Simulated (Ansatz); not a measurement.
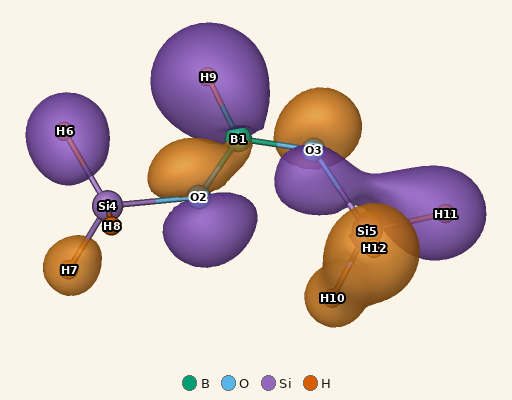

*BH$_{7}$O$_{2}$Si$_{2}$ (SMILES [SiH3]OBO[SiH3]). The HOMO−1 at ±0.1 Å⁻³ᐟ² (orange and purple are the two phases), seen at a tilt.*

Geometry: PBE0-D4/def2-SVP.

The calculation used isolated molecule in a Gaussian basis; Kohn-Sham density functional theory, functional PBE0 in Ansatz.

```yaml
atoms:
  - { symbol: B, position_ang: [0.8427, 0.7348, 0.0760] }
  - { symbol: O, position_ang: [-0.3844, 0.2844, 0.4591] }
  - { symbol: O, position_ang: [1.5330, 0.0492, -0.8646] }
  - { symbol: Si, position_ang: [-1.5233, 0.8324, 1.5591] }
  - { symbol: Si, position_ang: [1.0522, -1.3546, -1.6620] }
  - { symbol: H, position_ang: [-1.0126, 2.0401, 2.2723] }
  - { symbol: H, position_ang: [-2.7707, 1.1663, 0.8170] }
  - { symbol: H, position_ang: [-1.7931, -0.2615, 2.5327] }
  - { symbol: H, position_ang: [1.3299, 1.7341, 0.5586] }
  - { symbol: H, position_ang: [-0.1994, -1.1129, -2.4357] }
  - { symbol: H, position_ang: [2.1598, -1.7045, -2.5919] }
  - { symbol: H, position_ang: [0.8428, -2.4629, -0.6866] }
```

### What is the character of this orbital?

It lies mainly on O2 (about 20 %), O3 (about 15 %), H9 (about 15 %), Si5 (about 10 %), B1 (about 10 %) and H12 (about 5 %). Its energy is −9.05 eV.
